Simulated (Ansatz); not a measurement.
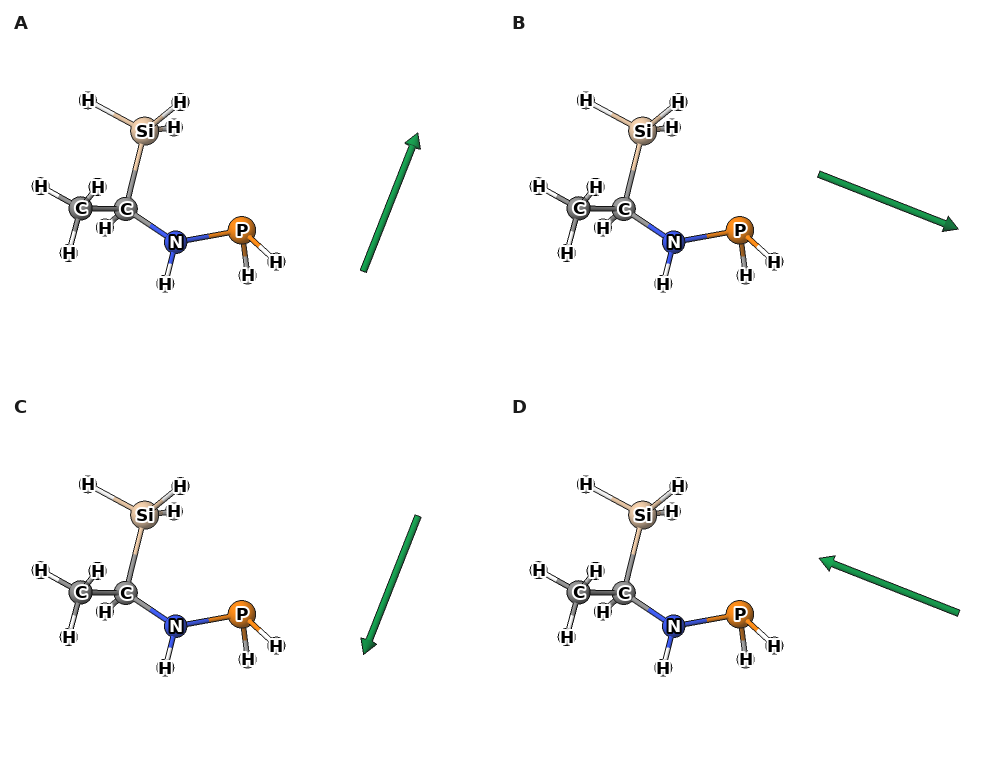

The same molecule four times, each with an arrow. The geometry was computed by an optimisation with PBE-D4/def2-SVP. No frequency run is at hand to confirm it as a minimum. Properties computed with RKS PBE-D4/def2-SVP (Ansatz 0.2.0).

Question: Which arrow points along the dipole moment, from the negative to the positive end?

Answer: C. The dipole moment is 1.97 D.
